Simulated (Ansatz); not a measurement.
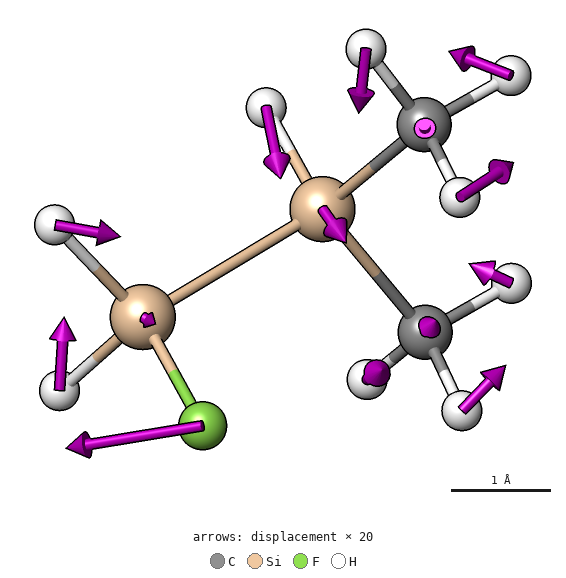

This is a relaxation of C2H9FSi2. The starting structure is drawn; purple arrows show the displacements, magnified 20 times. The two geometries are superimposed by the best rigid fit.

Style: ball-and-stick. Shown from a free direction.

The start comes from PBE-D4/def2-SVP.

These are results of RKS PBE0-D4/def2-TZVP (Ansatz), not measurements.

Input file:
```yaml
crystal:
  periodic: [false, false, false]
  atoms:
    - {symbol: C, position_ang: [-0.531430, -0.366908, 1.768548]}
    - {symbol: Si, position_ang: [0.006334, -0.593525, -0.034697]}
    - {symbol: C, position_ang: [1.850100, -0.210897, -0.247082]}
    - {symbol: Si, position_ang: [-1.259464, 0.823577, -1.421842]}
    - {symbol: F, position_ang: [-0.929131, 2.381691, -0.973985]}
    - {symbol: H, position_ang: [0.067536, -1.016388, 2.440100]}
    - {symbol: H, position_ang: [-0.386897, 0.685560, 2.086993]}
    - {symbol: H, position_ang: [-1.601063, -0.624065, 1.906587]}
    - {symbol: H, position_ang: [-0.278622, -2.011244, -0.479435]}
    - {symbol: H, position_ang: [2.056507, 0.849261, 0.005311]}
    - {symbol: H, position_ang: [2.460552, -0.851075, 0.422371]}
    - {symbol: H, position_ang: [2.183276, -0.387421, -1.289704]}
    - {symbol: H, position_ang: [-2.744619, 0.609327, -1.272469]}
    - {symbol: H, position_ang: [-0.906178, 0.682805, -2.881795]}
basis:
  gaussian: {orbitals: def2-TZVP}
hamiltonian: {xc: pbe0, dispersion: d4}
relax: {f_tol: 0.005, max_steps: 150}
```

Q: Describe the change and its energy.

A: F5 moves most after the best rigid fit: 0.076 Å. Largest moves by element: F 0.076 Å, H 0.045 Å, Si 0.026 Å, C 0.016 Å. Among the contacts that change: Si4–F5 1.655 → 1.614 Å, C1–Si2 1.895 → 1.876 Å, Si2–C3 1.895 → 1.876 Å, Si2–H9 1.513 → 1.495 Å. After 7 geometry steps the energy has fallen by 1.62 kcal/mol. Largest force component: 1.1 eV/Å at the start, 0.0029 eV/Å at the end. The run took roughly 2.1 core-minutes on a shared host.
